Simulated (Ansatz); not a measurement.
## Single-point calculation, with input and output: CH6B2FGa

System: CH6B2FGa, SMILES C[B]([GaH2])BF.
Method: RKS PBE0-D4/def2-TZVPP (Ansatz 0.2.0).

The geometry comes from this level: PBE0-D4/def2-TZVP.

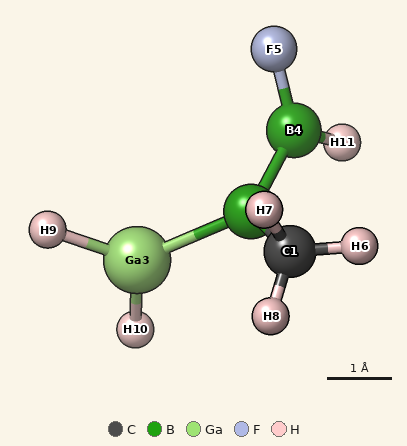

The structure (ball-and-stick view, seen at a tilt; atoms are numbered from 1 in the order of the input). Sticks mark near contacts.

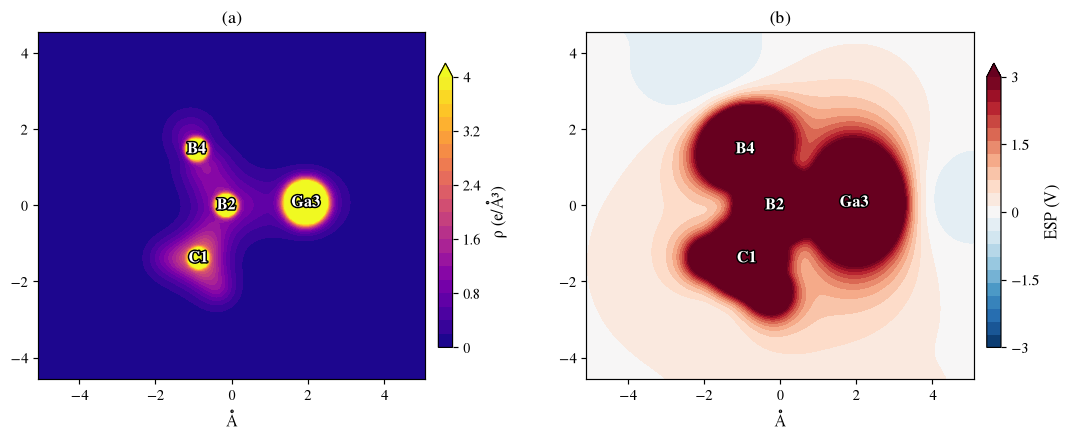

(a) total electron density; (b) electrostatic potential on the plane of atoms Ga3, B2 and B4. C–B (1.57 Å): ρ at the midpoint is about 1.4 e/Å³. B–B (1.67 Å): ρ is about 1.2 e/Å³ halfway. Ga–B (2.09 Å): ρ at the midpoint is about 0.66 e/Å³.

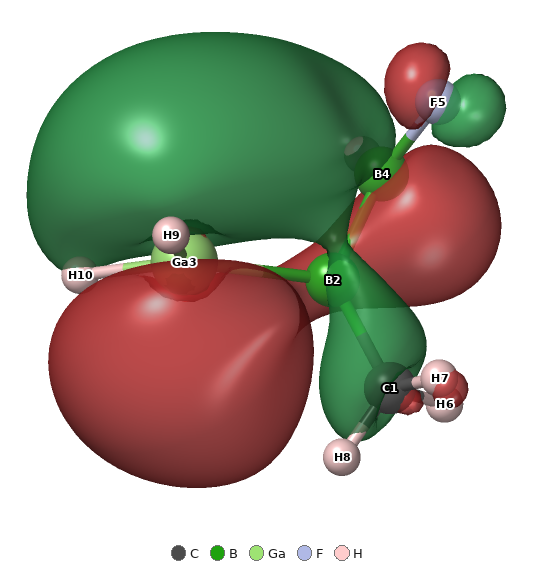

One frontier orbital at ±0.06 Å⁻³ᐟ² (green and red are the two phases), seen at a tilt. The LUMO, at −1.93 eV. By Hirshfeld shares it lies mainly on Ga3 (60 %), B4 (15 %) and B2 (10 %).

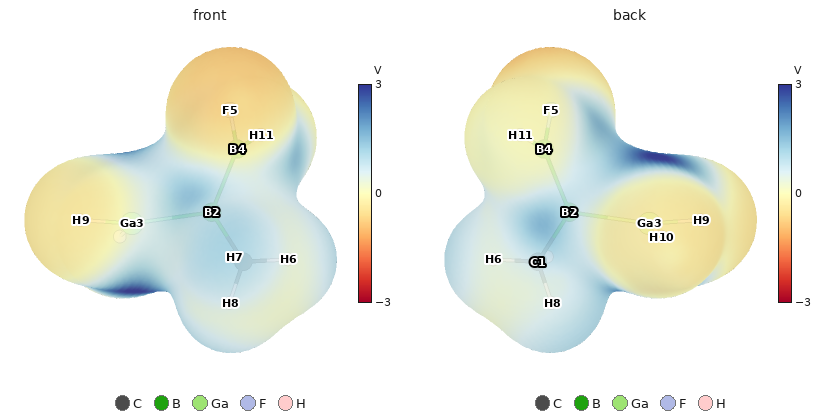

The electrostatic potential painted on the density surface at 0.002 e/bohr³, seen at a tilt and from behind; the colour scale runs from red (negative) to blue (positive).

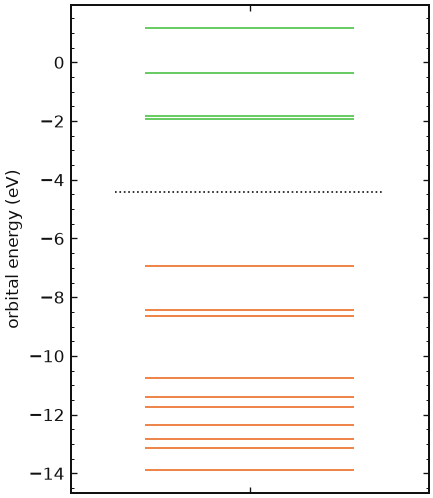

Orbital energies near the frontier; the dotted line parts filled from empty levels, and levels within 0.02 eV of each other stand side by side. Highest filled −6.92 eV, lowest empty −1.93 eV, 4.99 eV apart.

These pictures come from the run below.

The input
```yaml
crystal:
  periodic: [false, false, false]
  atoms:
    - {symbol: C, position_ang: [-1.400366, 0.539383, -0.511339]}
    - {symbol: B, position_ang: [-0.062583, 0.042255, 0.134656]}
    - {symbol: Ga, position_ang: [1.273183, -1.106005, -0.993064]}
    - {symbol: B, position_ang: [0.406630, 0.370557, 1.698095]}
    - {symbol: F, position_ang: [1.149788, 1.426224, 2.032466]}
    - {symbol: H, position_ang: [-2.219432, 0.692331, 0.195652]}
    - {symbol: H, position_ang: [-1.129429, 1.547932, -0.870285]}
    - {symbol: H, position_ang: [-1.769454, -0.005227, -1.381858]}
    - {symbol: H, position_ang: [2.326000, -0.433070, -1.955002]}
    - {symbol: H, position_ang: [1.276485, -2.681792, -0.950711]}
    - {symbol: H, position_ang: [0.149176, -0.392588, 2.601390]}
basis:
  gaussian: {orbitals: def2-TZVPP}
hamiltonian: {xc: pbe0, dispersion: d4}
output: {orbitals: {seedname: orbitals}}
```

Run as:
```bash
ansatz run in.yaml --threads 4 --pin off --events-out ev --progress --plain --max-ram 10444MiB
```

What the program printed
```
Functional definition: PBE0
  name "PBE0"
  cite "Adamo & Barone, J. Chem. Phys. 110, 6158 (1999) doi:10.1063/1.478522"
  cite "Perdew, Burke & Ernzerhof, Phys. Rev. Lett. 77, 3865 (1996) doi:10.1103/PhysRevLett.77.3865"
  parent pbe
  parameter a = 0.25
  parameter kappa = 0.804
  parameter beta = 0.06672455060314922
  exchange = (1 - a)*pbe_x(kappa = kappa, mu = beta*pi^2/3) + a*exact_x
  correlation = pbe_c(beta = beta)
1441 factors; their error is unknown
mean field evaluation 1: about -57564.5628 eV, gradient 5.7e1 eV
mean field evaluation 2: about -57560.6212 eV, gradient 7.1e1 eV
mean field evaluation 4: about -57571.2224 eV, gradient 3.3e0 eV
mean field evaluation 8: about -57571.2372 eV, gradient 7.1e-2 eV
mean field evaluation 16: about -57571.4257 eV, gradient 4.3e-5 eV
mean field -57571.42567880 eV, -2115.7108703822 hartree, gradient 4.3e-5 eV, S^2 0.000000; 0 other end points of the search recorded, 0 dependent functions left out
reference -57571.42571722 eV, -2115.7108717939 hartree; 31, 31 occupied and 225, 225 virtual orbitals, 1441 factors
Total energy: -57571.60662531 eV, -2115.7175200435 hartree
```

Summary

```json
{"quantity": "outcome", "value": "converged"}
{"quantity": "total energy", "value": "−57571.6066 eV"}
{"quantity": "mean-field energy", "value": "−57571.4257 eV"}
{"quantity": "dispersion energy", "value": "−0.1809 eV"}
{"quantity": "SCF solution under orbital rotations", "value": "stable"}
{"quantity": "HOMO", "value": "−6.92 eV"}
{"quantity": "LUMO", "value": "−1.93 eV"}
{"quantity": "hardware", "value": "4 threads of Arm Neoverse V2, 23 GiB of memory available, shared host"}
{"quantity": "wall time", "value": "3.5 s (CPU time 13 s)"}
{"quantity": "peak memory", "value": "0.68 GiB"}
```
